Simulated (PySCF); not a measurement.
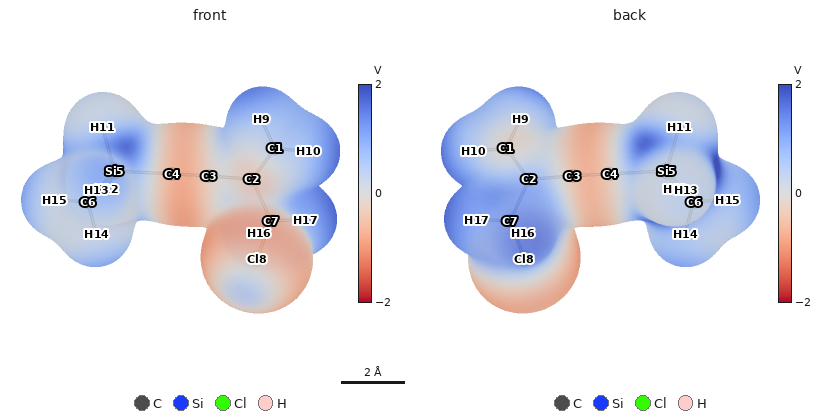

*C6H9ClSi (SMILES C=C(C#C[SiH2]C)CCl). The molecular electrostatic potential painted on the density surface at 0.004 e/bohr³, seen from the front and from behind; red is negative and blue positive.*

Geometry: GFN2-xTB.

Theory: PySCF, CAM-B3LYP/def2-SVPD, SCF density, gas phase.

```xyz
17

C    -2.6869   -0.9599    1.0154
C    -1.9890   -0.3777    0.0410
C    -0.5797   -0.4925   -0.0464
C     0.6224   -0.5673   -0.1534
Si    2.4631   -0.6738   -0.3043
C     3.2066    0.9768    0.2642
C    -2.6338    0.4646   -1.0170
Cl   -2.3133    2.2007   -0.6751
H    -2.2043   -1.5502    1.7745
H    -3.7573   -0.8614    1.0755
H     2.9280   -1.7774    0.5458
H     2.7820   -0.9310   -1.7149
H     2.9189    1.2078    1.2863
H     2.8720    1.7977   -0.3643
H     4.2924    0.9513    0.2242
H    -2.2124    0.2649   -2.0021
H    -3.7158    0.3394   -1.0265
```

Question: Which sites attract a positive test charge, and which a negative one?

Answer: A positive charge is drawn to the negative regions and a negative charge to the positive ones. The most negative region (about −0.9 V) lies over C3, C4 and Cl8, the most positive (about +1.8 V) over Si5. Cl8 shows a σ-hole: about +0.5 V at the tip opposite its bond, against about −0.8 V on its flanks.

Question: How polar is the molecule by this calculation?

Answer: Its dipole moment is 1.38 D.
